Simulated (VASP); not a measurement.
Band structure of Si$_{2}$Ni (space group Fm-3m). All values below come from PBE GGA, VASP's PBE PAW potentials (set 64) (plane waves; VASP).

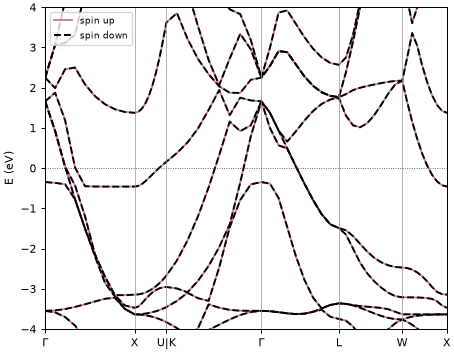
Fig. 1. Bands along high-symmetry lines, zero at the valence-band maximum or, without a gap, the Fermi level

Problem. Read the plot: is there a gap, and where are the band edges?

Solution. It has no gap at this level: it comes out as a metal or semimetal.

The structure comes from a measured Si2Ni entry (Fm-3m) of the Crystallography Open Database, whose conditions weren't checked. The cell was not relaxed at this level.
